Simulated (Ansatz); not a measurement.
# BCl3···H2: what the fields show

Input file:

```
crystal:
  periodic: [false, false, false]
  atoms:
    - { symbol: B, position_ang: [-0.000689, 0.286047, 0.077593] }
    - { symbol: Cl, position_ang: [-0.006285, 0.617881, 1.869172] }
    - { symbol: Cl, position_ang: [1.522988, 0.221129, -0.777652] }
    - { symbol: Cl, position_ang: [-1.52165, 0.155673, -0.771354] }
    - { symbol: H, position_ang: [0.097728, -2.066708, 0.550024] }
    - { symbol: H, position_ang: [0.025707, -1.884623, 1.238517] }
basis:
  gaussian: { orbitals: def2-SVP }
hamiltonian:
  xc: b3lyp
relax:
  f_tol: 0.03
  max_steps: 50
output:
  orbitals: {}
```

Run with:

```sh
ansatz run input.yaml --threads 1 --pin off --max-ram 2048MiB --backend cpu --events-out ev --progress --plain --runs-dir out
```

The fields are those of the run's last geometry, not of the input's.

All numbers below come from Ansatz 0.2.0, RKS B3LYP/def2-SVP.

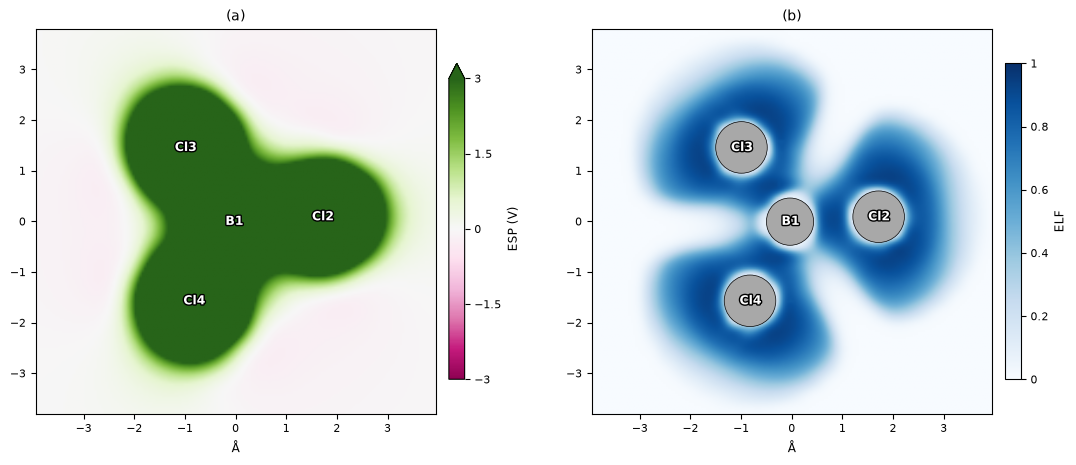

Figure 1. (a) electrostatic potential; (b) electron localisation function on the plane of atoms Cl2, B1 and Cl3. Grey discs cover the atomic cores in the ELF map.

Q: What do the fields say about this system?

A: The section cuts through B and Cl sites.
B–Cl (1.75 Å): the ELF peaks at about 0.90 between the atoms: a polar covalent bond.
The ELF also peaks beside Cl4, Cl2 and Cl3, away from the bonds: lone-pair regions.
The potential has no marked negative region in this plane.

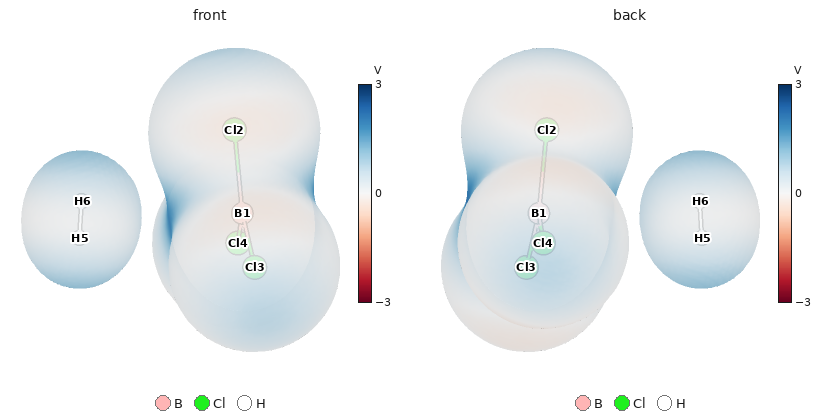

Figure 2. The molecular electrostatic potential painted on the density surface at 0.004 e/bohr³, seen from the front and from behind; red is negative and blue positive.

Q: Describe the electrostatic potential map.

A: The most negative region (about −0.2 V) lies over Cl2, Cl3 and Cl4, the most positive (about +2.0 V, or +46 kcal/mol for a unit charge) over B1. Cl2 shows a σ-hole: about +0.8 V, or +18 kcal/mol for a unit charge at the tip opposite its bond, against about 0.0 V on its flanks. Cl3 shows a σ-hole: about +0.8 V, or +18 kcal/mol for a unit charge at the tip opposite its bond, against about −0.1 V on its flanks. Cl4 shows a σ-hole: about +0.7 V, or +16 kcal/mol for a unit charge at the tip opposite its bond, against about 0.0 V on its flanks.

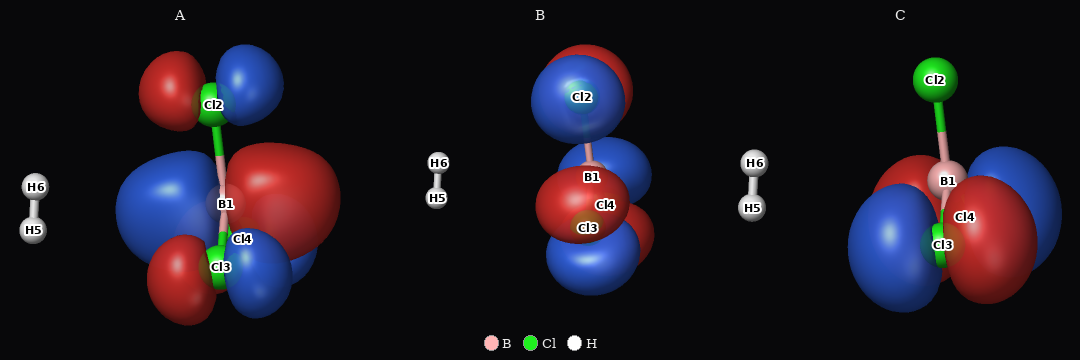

Figure 3. Three frontier orbitals at ±0.1 Å⁻³ᐟ² (red and blue are the two phases), in no order.

Q: Order the three orbitals by energy and name them.

A: C is the HOMO−1 (−9.30 eV). Its weight (Hirshfeld) is mainly on Cl4 (about 50 %) and Cl3 (about 45 %); largely a combination of lone pairs on Cl4 and Cl3. B is the HOMO (−8.55 eV). It lies mainly on Cl3 (about 30 %), Cl4 (about 30 %) and Cl2 (about 30 %); largely a combination of lone pairs on Cl3, Cl4 and Cl2. A is the LUMO (−1.48 eV). It lies mainly on B1 (about 50 %), Cl4 (about 15 %), Cl3 (about 15 %) and Cl2 (about 15 %).

Q: What is the HOMO–LUMO gap?

A: 7.07 eV between the orbital energies.
